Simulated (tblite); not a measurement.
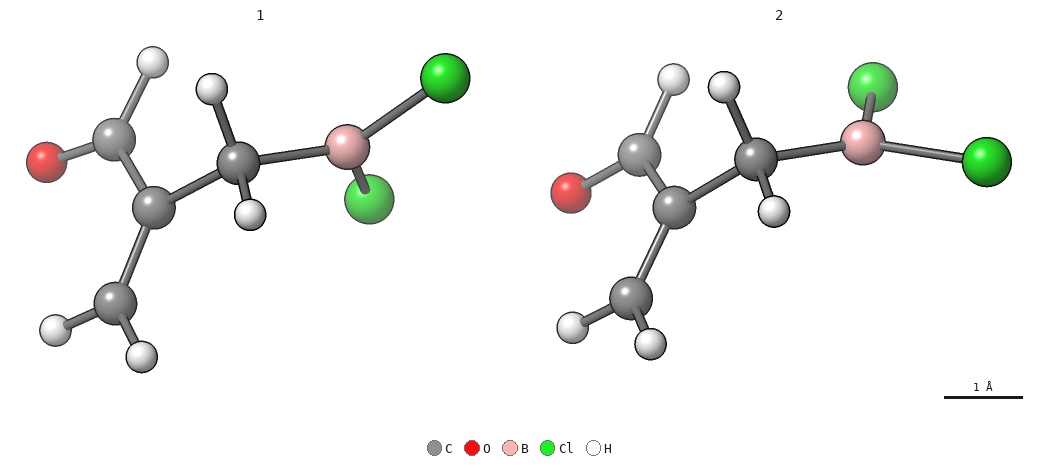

Two geometries of C₄H₅BCl₂O, drawn at one scale. One is the start of a relaxation, the other its converged end. Style: ball-and-stick. Shown from a free direction.

Theory: GFN2-xTB geometry optimisation, gas phase (tblite 0.8.0). 

**Which of the two is the end point?**

Structure 1 is the relaxed one. The atom that moves furthest after the best rigid fit is a Cl atom (1.46 Å). By element the largest moves are Cl 1.46 Å, H 0.43 Å, O 0.42 Å, C 0.25 Å, B 0.07 Å. Some distances before and after: B–Cl 1.848 → 1.717 Å, C–O 1.273 → 1.202 Å, C–C 1.449 → 1.477 Å, C–H 1.108 → 1.094 Å. Among the angles between lasting bonds that change: C–C–H 119.7° → 113.6°, C–C–C 121.1° → 116.5°, B–C–H 113.7° → 109.8°. Groups turn about B–C by about 50°. Over 136 geometry steps the energy falls by 55.5 kJ/mol.
